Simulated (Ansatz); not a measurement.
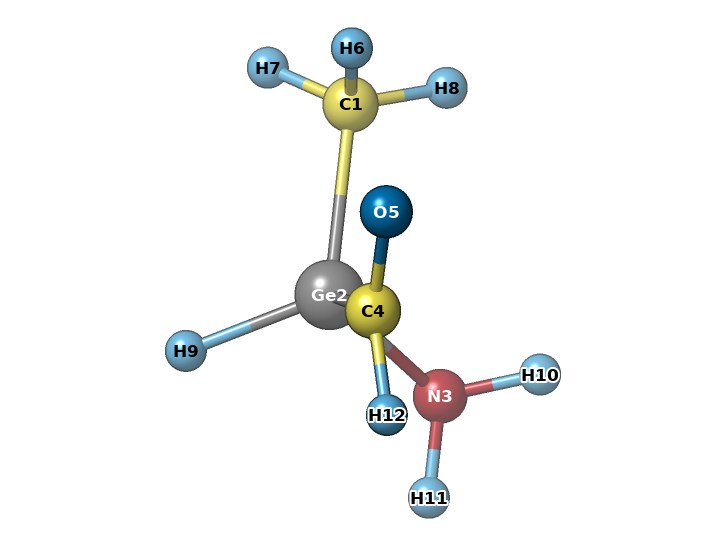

Ge2 lies behind C4. The molecule seen a little off the C4–Ge2 bond, C4 in front. Atoms fade into the background with distance from the viewer. The geometry was computed by an optimisation with PBE-D4/def2-SVP. No frequency run is at hand to confirm it as a minimum.

### What is the torsion angle O5–C4–Ge2–N3? The sign is positive where the front bond must turn clockwise to cover the back bond.

130°, anticlinal.
